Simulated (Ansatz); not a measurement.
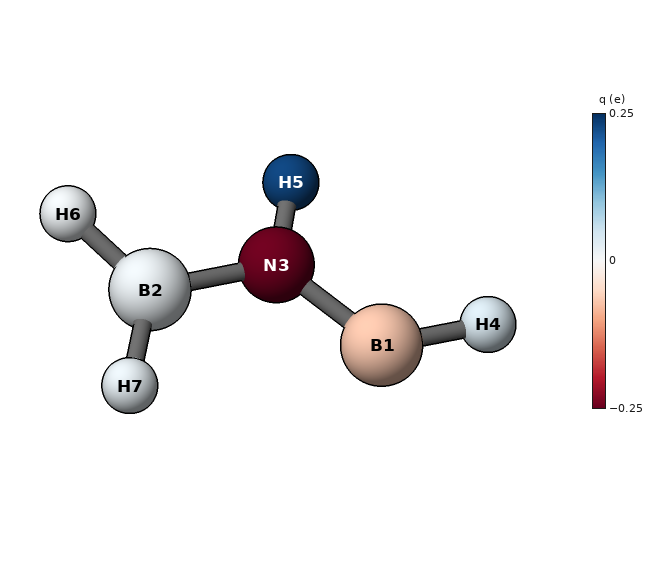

Atoms are coloured by their Mulliken charges. The species is neutral and a spin doublet. The geometry was computed by an optimisation with PBE0-D4/def2-TZVP. No frequency run is at hand to confirm it as a minimum. Method: UKS PBE0-D4/def2-TZVP (Ansatz 0.2.0).

### Which atom carries the highest charge (most positive or least negative)?

H5 (0.23 e).

### And the lowest?

N3 (−0.24 e).

Give the Mulliken charges atom by atom.

```tsv
atom	value (e)
B1	−0.07
B2	0.01
N3	−0.24
H4	0.04
H5	0.23
H6	0.01
H7	0.02
```

Mulliken values depend strongly on the basis set and can even reverse the polarity of a bond.
